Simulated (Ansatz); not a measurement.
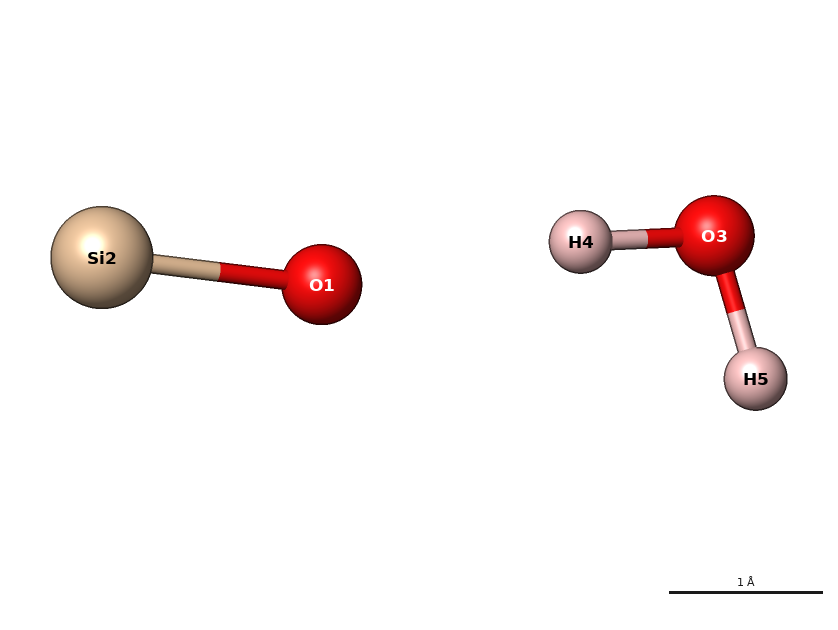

The computed structure is the end point of a PBE-D4/def2-SVP optimisation. No frequency run is at hand to confirm it as a minimum.

Find the hydrogen bonds (donors O, N, F, S or Cl) and give their geometry.

```csv
D–H···A,D–H (Å),H···A (Å),angle (°),kind
O3–H4···O1,0.98,1.91,174,intermolecular
```
